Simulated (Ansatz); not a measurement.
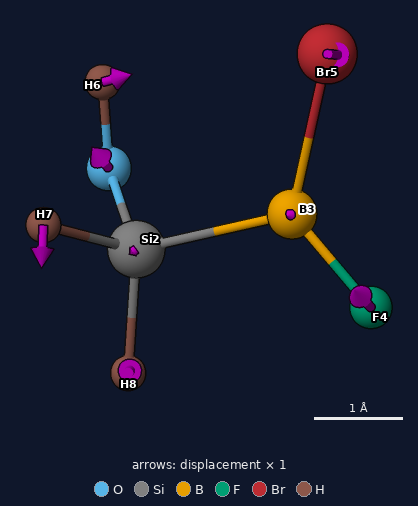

A relaxation of BSiH3OBrF (coarse preliminary run). The starting structure is drawn; purple arrows show the displacements, at their true length. The two geometries are superimposed by the best rigid fit.

The picture is a ball-and-stick view, seen at a tilt.

The start comes from a force field.

Level of theory: RKS PBE-D4/def2-SVP (Ansatz 0.2.0).

Input file:
```yaml
crystal:
  periodic: [false, false, false]
  atoms:
    - {symbol: O, position_ang: [-0.234500, -0.067800, 1.828900]}
    - {symbol: Si, position_ang: [0.545000, -0.418600, 0.367100]}
    - {symbol: B, position_ang: [-0.595000, 0.027100, -1.174100]}
    - {symbol: F, position_ang: [-0.883300, -0.997100, -2.092000]}
    - {symbol: Br, position_ang: [-1.157400, 1.904300, -1.466100]}
    - {symbol: H, position_ang: [-0.301500, 0.983000, 1.834200]}
    - {symbol: H, position_ang: [1.830600, 0.349800, 0.300900]}
    - {symbol: H, position_ang: [0.888300, -1.837700, 0.345200]}
basis:
  gaussian: {orbitals: def2-SVP}
hamiltonian: {xc: pbe, dispersion: d4}
relax: {f_tol: 0.03, max_steps: 200}
```

Launched with:
```bash
ansatz run in.yaml --threads 4 --pin off --events-out ev --progress --plain --max-ram 10444MiB
```

> What did the optimiser do to the structure, and how much energy did it gain?

The atom that moves furthest after the best rigid fit is Br5 (0.76 Å). By element the largest moves are Br 0.76 Å, F 0.65 Å, H 0.52 Å, O 0.45 Å, Si 0.11 Å, B 0.10 Å. Near-neighbour distances that change, for instance: B3–F4 1.405 → 1.326 Å, O1–H6 1.053 → 0.976 Å, Si2–B3 1.968 → 2.036 Å, Si2–H8 1.460 → 1.503 Å. Among the angles between lasting bonds that change: Si2–O1–H6 103.9° → 112.5°, Si2–B3–F4 117.7° → 125.6°, F4–B3–Br5 122.4° → 117.2°. Groups turn about O1–Si2 by about 45°, Si2–B3 by about 45°. After 14 accepted moves (15 points after the start) the energy has fallen by 43.7 kJ/mol. Largest force component: 3 eV/Å at the start, 0.028 eV/Å at the end. The line search rejected the trial step at point 10 of the run.
